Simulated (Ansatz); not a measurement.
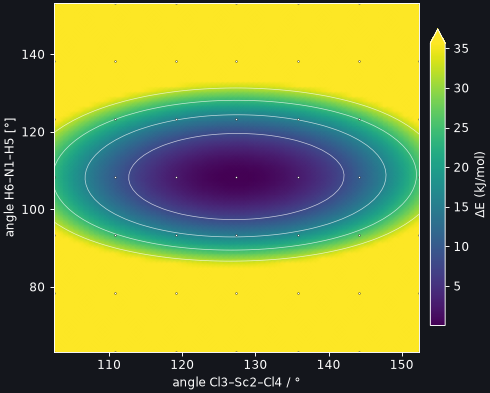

Cl2H2NSc, SMILES [NH2][Sc]([Cl])[Cl]. 
- Coordinates scanned: (1) angle Cl3–Sc2–Cl4; (2) angle H6–N1–H5.
- Nothing is relaxed (all other coordinates rigid).
- The grid has 7 × 7 points.
- All energies are given in kJ/mol relative to the lowest grid point.
- Level of theory: RKS PBE0-D4/def2-TZVP (Ansatz 0.2.0).

Drawn: a smooth colour map with a few white contour lines, dots at the grid points, one colour for all values above the top of the scale. Between grid points the surface is interpolated.

Question: Where is the minimum, and how stiff is the well along each coordinate?

Answer: The interpolated minimum is at angle Cl3–Sc2–Cl4 ≈ 127.4°, angle H6–N1–H5 ≈ 108.3°. The curvatures there are about 2.5 eV/rad² and 4.4 eV/rad², with a cross term of about 0 eV/rad². Round the minimum the two coordinates are nearly uncoupled. (1 eV is 96.5 kJ/mol.)
